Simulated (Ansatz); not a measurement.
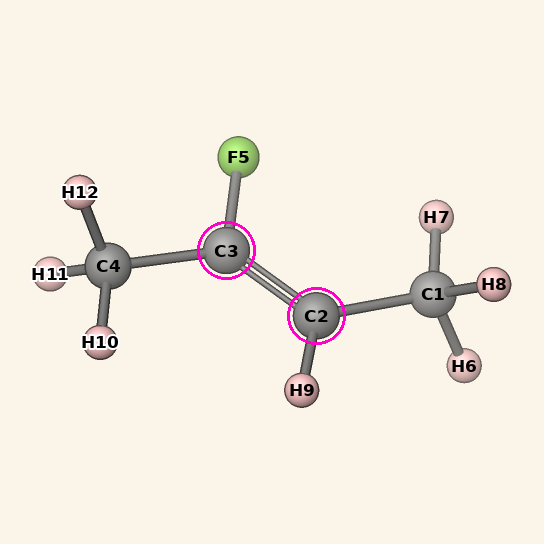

Depth is shown by fading: the farther an atom, the more it takes the colour of the background. Circles mark the stereogenic atoms. The computed structure is the end point of a PBE-D4/def2-SVP optimisation. No frequency run is at hand to confirm it as a minimum.

### Give the R/S and E/Z labels.

C2=C3: Z.

### Write the isomeric SMILES.

C/C=C(/C)F
